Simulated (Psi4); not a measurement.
# GeSiH6O (SMILES [SiH3][O][GeH3]) at PBE/cc-pVDZ

Aim: the vertical ionisation energy of GeSiH6O at PBE/cc-pVDZ, from 2 runs. 

The results are computed with Psi4 1.11.

## Step 1: The system as given

GeSiH6O has 9 atoms, charge 0, and is taken as a singlet. SMILES: `[SiH3][O][GeH3]`. Geometry: relaxed at PBE0-D4/def2-TZVP.

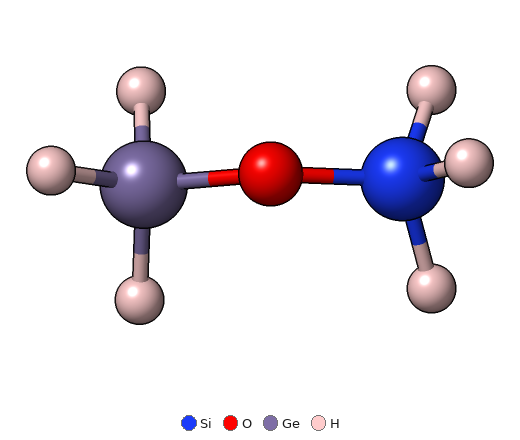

Viewed from a chosen angle; silicon blue, oxygen red, germanium purple, hydrogen pink.

## Step 2: The energy at PBE/cc-pVDZ

input.inp

```
memory 1600 MB

molecule system {
  0 1
  Si    -1.29748596     1.95227606    -1.74119365
  O      1.12004067     0.38153570    -0.64137305
  Ge     1.53030022    -1.98326757     1.70396605
  H     -3.20781010     0.21391700    -2.86199022
  H     -0.37000838     3.71293389    -3.71652437
  H     -2.56171273     3.42191607     0.30103337
  H      4.36677913    -2.56171273     1.73287886
  H     -0.03552685    -4.30952043     0.94183950
  H      0.62228681    -0.91538333     4.24942714
  units bohr
  symmetry c1
}

set basis cc-pVDZ
set puream true
set scf_type pk
set dft_radial_points 99
set dft_spherical_points 590

energy('pbe')
print_variables()
```

Started as:

```
$ psi4 -n 1 input.inp input.out
```

input.out, shortened:

```text
[...]
  Running in c1 symmetry.
[...]
  Nuclear repulsion =  267.000615602578193
[...]
  Multiplicity = 1
[...]
  Nalpha       = 30
  Nbeta        = 30
[...]
    Number of basis functions: 89
[...]
   @RKS iter   1: -2443.95023510957344   -2.64451e+00   1.40984e-02 DIIS/ADIIS
[...]
   @RKS iter   9: -2444.75346129080981   -2.85031e-08   2.79564e-07 DIIS
[...]
    Orbital Energies [Eh]
    ---------------------
    Doubly Occupied:
       1A   -397.118367     2A    -65.442821     3A    -49.226792
       4A    -43.841537     5A    -43.840797     6A    -43.840794
       7A    -18.759270     8A     -6.013944     9A     -5.073500
      10A     -4.230884    11A     -4.227024    12A     -4.226984
      13A     -3.486846    14A     -3.483582    15A     -3.483554
      16A     -1.136560    17A     -1.130015    18A     -1.129998
      19A     -1.127164    20A     -1.127017    21A     -0.887529
      22A     -0.536068    23A     -0.463916    24A     -0.371063
      25A     -0.351003    26A     -0.348648    27A     -0.305038
      28A     -0.304763    29A     -0.261224    30A     -0.249652
[...]
  @RKS Final Energy: -2444.75346129080981
   => Energetics <=
    Nuclear Repulsion Energy =            267.0006156025781934
    One-Electron Energy =               -3934.0675959188065463
    Two-Electron Energy =                1332.5142391653610048
    DFT Exchange-Correlation Energy =    -110.2007201399423479
    Empirical Dispersion Energy =           0.0000000000000000
    VV10 Nonlocal Energy =                  0.0000000000000000
    Total Energy =                      -2444.7534612908098097
[...]
 Multipole Moments:
 ------------------------------------------------------------------------------------
     Multipole            Electronic (a.u.)      Nuclear  (a.u.)        Total (a.u.)
 ------------------------------------------------------------------------------------
 L = 1.  Multiply by 2.5417464519 to convert [e a0] to [Debye]
 Dipole X            :          6.7070696           -6.7048542            0.0022153
 Dipole Y            :         -8.6072605            8.2723423           -0.3349182
 Dipole Z            :          7.4229108           -7.0784929            0.3444179
 Magnitude           :                                                    0.4804152
[...]
```

It took 18 s on 1 thread of AMD EPYC 9R45 (Zen 5), shared host; peak memory 1.1 GiB.

## Step 3: The doublet cation at the same level

job.dat

```
memory 1.6 GB

molecule {
  1 2
  Si    -1.29748596     1.95227606    -1.74119365
  O      1.12004067     0.38153570    -0.64137305
  Ge     1.53030022    -1.98326757     1.70396605
  H     -3.20781010     0.21391700    -2.86199022
  H     -0.37000838     3.71293389    -3.71652437
  H     -2.56171273     3.42191607     0.30103337
  H      4.36677913    -2.56171273     1.73287886
  H     -0.03552685    -4.30952043     0.94183950
  H      0.62228681    -0.91538333     4.24942714
  units au
  symmetry c1
}

set reference uks
set puream true
set scf_type pk
set dft_radial_points 99
set dft_spherical_points 590
set maxiter 100

result, w = energy('pbe/cc-pVDZ', return_wfn=True)
print_variables()
```

Started as:

```
$ psi4 job.dat job.out -n 1
```

job.out, shortened:

```text
[...]
  Running in c1 symmetry.
[...]
  Nuclear repulsion =  267.000615602578193
[...]
  Multiplicity = 2
[...]
  Nalpha       = 30
  Nbeta        = 29
[...]
    Number of basis functions: 89
[...]
   @UKS iter   1: -2443.69374945091295   -2.38802e+00   1.32520e-02 ADIIS/DIIS
[...]
   @UKS iter  16: -2444.38873684974305   -1.76155e-08   4.11284e-07 DIIS
[...]
   @S^2 Observed:                7.537400815E-01
[...]
    Orbital Energies [Eh]
    ---------------------
    Alpha Occupied:
       1A   -397.333070     2A    -65.669108     3A    -49.442133
       4A    -44.057193     5A    -44.056310     6A    -44.055449
       7A    -19.047234     8A     -6.229226     9A     -5.302384
      10A     -4.447535    11A     -4.442915    12A     -4.440154
      13A     -3.716233    14A     -3.713329    15A     -3.710507
      16A     -1.354593    17A     -1.347177    18A     -1.344547
      19A     -1.341394    20A     -1.341329    21A     -1.162905
      22A     -0.769115    23A     -0.690396    24A     -0.611783
      25A     -0.610035    26A     -0.582416    27A     -0.532871
      28A     -0.508664    29A     -0.504223    30A     -0.488738
    Alpha Virtual:
[...]
  @UKS Final Energy: -2444.38873684974305
   => Energetics <=
    Nuclear Repulsion Energy =            267.0006156025781934
    One-Electron Energy =               -3920.5519151966664140
    Two-Electron Energy =                1319.0336399949912902
    DFT Exchange-Correlation Energy =    -109.8710772506459250
    Empirical Dispersion Energy =           0.0000000000000000
    VV10 Nonlocal Energy =                  0.0000000000000000
    Total Energy =                      -2444.3887368497430543
  UHF NO Occupations:
  HONO-2 :   28  A 1.9995947
  HONO-1 :   29  A 1.9992795
[...]
 Multipole Moments:
 ------------------------------------------------------------------------------------
     Multipole            Electronic (a.u.)      Nuclear  (a.u.)        Total (a.u.)
 ------------------------------------------------------------------------------------
 L = 1.  Multiply by 2.5417464519 to convert [e a0] to [Debye]
 Dipole X            :          5.6687238           -6.7048542           -1.0361304
 Dipole Y            :         -7.8360104            8.2723423            0.4363320
 Dipole Z            :          6.8326045           -7.0784929           -0.2458884
 Magnitude           :                                                    1.1508314
[...]
```

Run time: 33 s. Hardware: 1 thread of AMD EPYC 9R45 (Zen 5), shared host; peak memory 1.1 GiB.

## Step 4: Summary of results

At PBE/cc-pVDZ:

| quantity | value |
| --- | --- |
| singlet GeSiH6O: total energy | -2444.75346 Eh |
| singlet GeSiH6O: dipole moment | 1.22 D |
| singlet GeSiH6O: HOMO energy | -6.79 eV |
| singlet GeSiH6O: LUMO energy | -0.83 eV |
| singlet GeSiH6O: HOMO–LUMO gap | 5.96 eV |
| doublet cation: total energy | -2444.38874 Eh |
| doublet cation: HOMO energy (highest over α and β) | -13.08 eV |
| doublet cation: LUMO energy (lowest over α and β) | -12.98 eV |
| doublet cation: ⟨S²⟩ | 0.754 |
| vertical ionisation energy (to the doublet cation) | 9.925 eV |

In words: Removing an electron at fixed nuclei costs 9.92 eV (958 kJ/mol). The negative HOMO energy of the first species, 6.79 eV, lies 3.13 eV below that difference.
